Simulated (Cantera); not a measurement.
Charge: 1 mol PbO, 0.14 mol H₂, held at 34.0 Pa.

These are equilibrium values from Cantera (NASA tables, ideal gas, pure condensed phases), not measurements of a reactor. Candidate condensed phases: H₂O, Pb, PbO, PbO₂, Pb₃O₄; 12 gas species. Mutual solubility and eutectic melting of coexisting phases are not modelled. Gases not in the tables: (PbO)n polymers. The numbers say what is thermodynamically allowed, not how fast it happens.

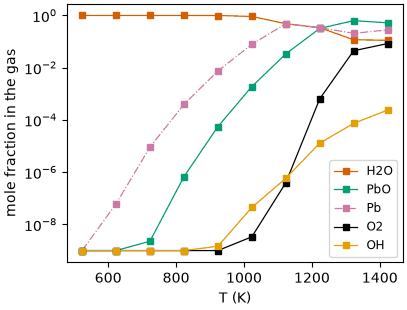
Figure: Equilibrium gas composition (values under 1e-9 drawn at 1e-9)

At 523 K the condensed part is Pb(s) + PbO(red). From 623 K to 723 K the condensed part is Pb(l) + PbO(red). From 823 K to 1023 K the condensed part is Pb(l) + PbO(yellow). At 1123 K the condensed part is PbO(yellow). At 1223 K the condensed part is PbO(l). From 1323 K to 1423 K nothing is condensed.
